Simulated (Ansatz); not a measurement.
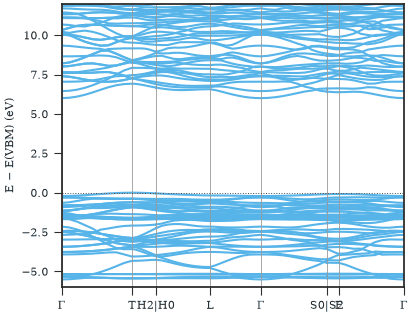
Band structure from LDA in the plane-wave PAW code Ansatz

**Question.** Read off the gap and where the band edges lie.

**Answer.** About 6.0 eV (6.00 eV by a search for the band edges); maximum at T, minimum at Γ.

The material is Si2H2O3 in space group R-3 (No. 148; Pearson symbol hR28).

The first step of the workflow began from a Materials Project structure, measured or hypothetical; the Crystallography Open Database files this formula in space group No. 148, but the cells were not matched. Its standing as an ambient phase is unchecked. The cell was relaxed with LDA under the symmetry of its start; its stability against distortions is not shown here. A crystal of weakly bound molecules computed without a dispersion correction: the cell and the soft elastic constants depend strongly on that.

Potentials: the later of the program's two PAW sets.
